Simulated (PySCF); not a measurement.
## Electronic structure of C₂H₁₂N₂OSi₂ in real space

```json
{"atom": "Si", "x (Å)": "0.3954", "y (Å)": "-0.6394", "z (Å)": "-0.4517"}
{"atom": "N", "x (Å)": "1.3485", "y (Å)": "0.1582", "z (Å)": "0.7573"}
{"atom": "Si", "x (Å)": "3.0144", "y (Å)": "0.6619", "z (Å)": "0.6839"}
{"atom": "O", "x (Å)": "0.3711", "y (Å)": "-2.3048", "z (Å)": "-0.3885"}
{"atom": "N", "x (Å)": "-1.2322", "y (Å)": "-0.0925", "z (Å)": "-0.2256"}
{"atom": "C", "x (Å)": "-1.5527", "y (Å)": "1.2761", "z (Å)": "0.0937"}
{"atom": "C", "x (Å)": "-2.3545", "y (Å)": "-0.8522", "z (Å)": "-0.7196"}
{"atom": "H", "x (Å)": "1.0544", "y (Å)": "-0.3724", "z (Å)": "-1.7572"}
{"atom": "H", "x (Å)": "0.8975", "y (Å)": "0.2457", "z (Å)": "1.6658"}
{"atom": "H", "x (Å)": "3.4458", "y (Å)": "0.5851", "z (Å)": "-0.7410"}
{"atom": "H", "x (Å)": "3.1692", "y (Å)": "2.0662", "z (Å)": "1.1792"}
{"atom": "H", "x (Å)": "3.9198", "y (Å)": "-0.1969", "z (Å)": "1.5120"}
{"atom": "H", "x (Å)": "-0.0032", "y (Å)": "-2.6902", "z (Å)": "0.4095"}
{"atom": "H", "x (Å)": "-0.6584", "y (Å)": "1.8087", "z (Å)": "0.4469"}
{"atom": "H", "x (Å)": "-1.9532", "y (Å)": "1.8305", "z (Å)": "-0.7790"}
{"atom": "H", "x (Å)": "-2.3186", "y (Å)": "1.3329", "z (Å)": "0.8910"}
{"atom": "H", "x (Å)": "-3.1618", "y (Å)": "-0.9105", "z (Å)": "0.0355"}
{"atom": "H", "x (Å)": "-2.7971", "y (Å)": "-0.4073", "z (Å)": "-1.6335"}
{"atom": "H", "x (Å)": "-2.0440", "y (Å)": "-1.8782", "z (Å)": "-0.9618"}
```

Geometry: PBE0-D3(BJ)/def2-SVP.

Method: PBE0/pcSseg-1, SCF density, gas phase, non-relativistic in PySCF 2.14.0.

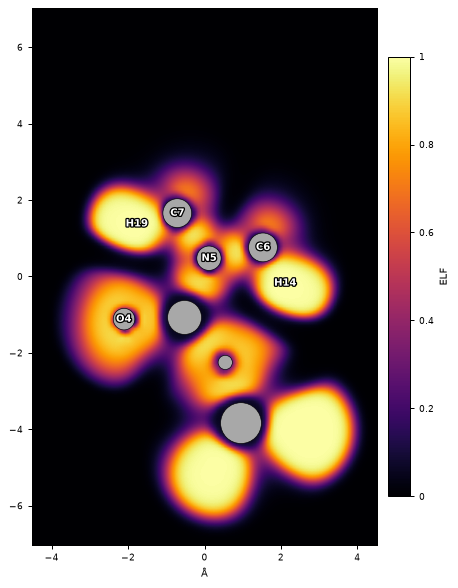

Figure 1. Electron localisation function on the plane of atoms C6, N5 and C7. Grey discs cover the atomic cores.

### Read the bonding off the picture.

- Atoms in the plane: O, N, C and H.
- C–N (1.44 Å): the ELF peaks at about 0.90 between the atoms, as expected for localised, covalent bonding.
- C–H (1.10 Å): the ELF climbs to about 1 towards the hydrogen, as it does in any bond to H: an ordinary covalent bond to hydrogen.
- The ELF also peaks beside N2 and O4, away from the bonds: lone-pair regions.

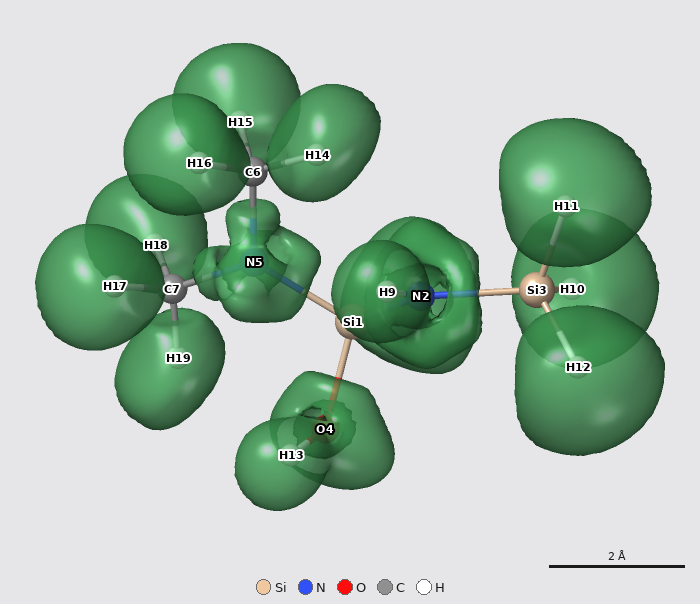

Figure 2. Isosurface of the ELF at 0.75 (green), seen at a tilt. Only the valence region is drawn (cores and ρ < 0.01 e/Å³ removed).

### What do the ELF domains correspond to?

At this value the surface marks out ten regions around hydrogen nuclei, one region on N in which the atom's valence shell and bonds are merged, one joined region spread over several atoms (H, N), in which their bonds and any lone pairs are merged and one joined region spread over several atoms (H, O), in which their bonds and any lone pairs are merged. Along the contacts the grid gives the following. Si–O (1.67 Å): the ELF peaks at about 0.90 between the atoms; a polar covalent bond.

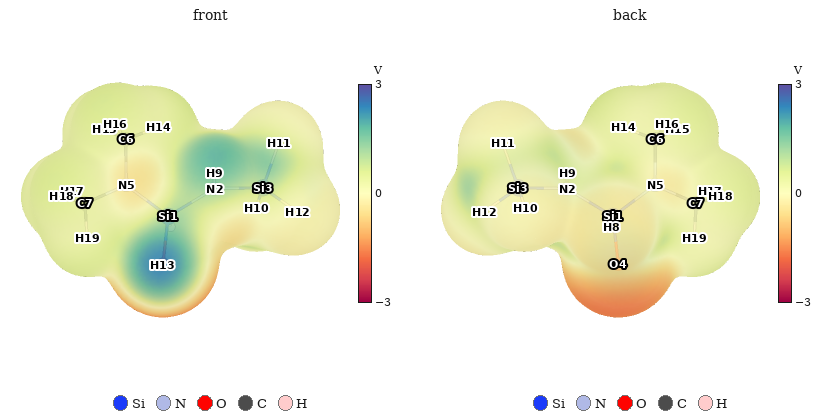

Figure 3. The electrostatic potential painted on the density surface at 0.002 e/bohr³, seen from the front and from behind; red is negative and blue positive.

### Which sites attract a positive test charge, and which a negative one?

A positive charge is drawn to the negative regions and a negative charge to the positive ones. The most negative region (about −1.7 V) lies over O4, the most positive (about +2.3 V) over H13. O4 is the likeliest acceptor of a hydrogen bond.

### What dipole moment does the calculation give?

Its dipole moment is 2.55 D.
